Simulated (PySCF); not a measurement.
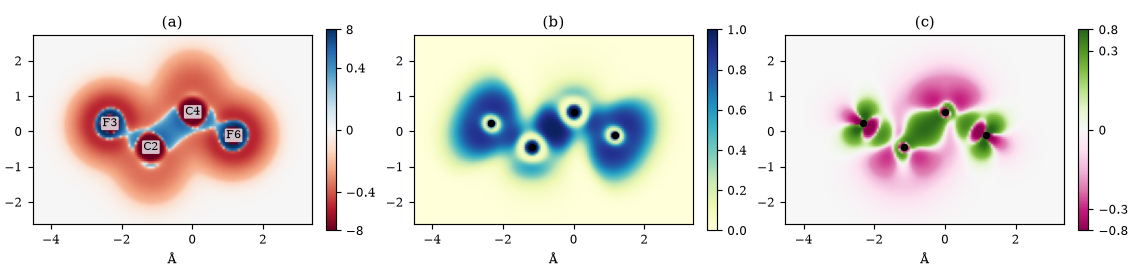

Figure. C2HF5, SMILES `FC(F)C(F)(F)F`. Three fields in the plane of C2, F3, C4 and F6. (a): blue positive, red negative. (c): green positive, pink negative.

Level of theory: PBE0/def2-TZVP (PySCF), at a geometry from GFN2-xTB. No frequency check shows the geometry to be a minimum.

The calculation's input:

```python
import numpy as np
from pyscf import gto, scf, dft
from pyscf.scf import atom_ks, atom_hf
from scipy.linalg import block_diag

def solve(mol, dm0=None, hcore=None):
    mf = (dft.UKS if mol.spin else dft.RKS)(mol, xc='pbe0')
    mf.grids.level = 3
    mf = mf.density_fit(auxbasis='def2-universal-jkfit')
    mf.conv_tol, mf.max_cycle = 1e-8, 80
    if hcore is not None:
        mf.get_hcore = lambda *args: hcore
    mf.kernel(dm0)
    if not mf.converged:
        mf = mf.newton().run(mf.mo_coeff, mf.mo_occ, max_cycle=30)
    assert mf.converged, 'SCF not converged'
    return mf

mol = gto.M(atom='''
F      1.48568     1.08380     0.07338
C      0.87246     0.00162    -0.42785
F      1.48316    -1.08578     0.06452
C     -0.61767     0.00173    -0.00333
F     -0.77728    -0.00989     1.31229
F     -1.23283     1.08015    -0.49220
F     -1.23532    -1.07119    -0.50098
H      0.96060     0.00611    -1.52597
''', basis='def2-tzvp', charge=0, spin=0, verbose=4)
mf = solve(mol)
mf.analyze()
# spherically averaged free atoms, for the promolecule
atm = atom_ks.get_atm_nrks(mol, xc='pbe0')
pro = block_diag(*[(atm[a[0]][2] * atm[a[0]][3]) @ atm[a[0]][2].T for a in mol._atom])
np.savez('result.npz', e=mf.e_tot, c=mf.mo_coeff, occ=mf.mo_occ, eps=mf.mo_energy, pro=pro, dip=mf.dip_moment(verbose=0), s2=mf.spin_square()[0])
```

Command:

```sh
OMP_NUM_THREADS=1 python input.py
```

The run took 23 s on 1 thread of Intel(R) Xeon(R) Platinum 8259CL CPU @ 2.50GHz (Skylake/Cascade Lake), on a shared host, peak memory 0.82 GiB.

Partitions, critical points and surface values were worked out afterwards from this run's density.

**The panels show, in some order, the deformation density, negative Laplacian of the density (−∇²ρ) and electron localisation function (ELF). Which is which?**

(a) is the negative Laplacian of the density (−∇²ρ): shells alternate in sign around each nucleus and valence concentrations outline the bonding and non-bonding pairs. (b) is the electron localisation function (ELF): it runs from 0 to 1 and is close to 1 over wide basins that fill the valence regions. (c) is the deformation density: it has both signs, with gains where valence electrons gather and losses around them.
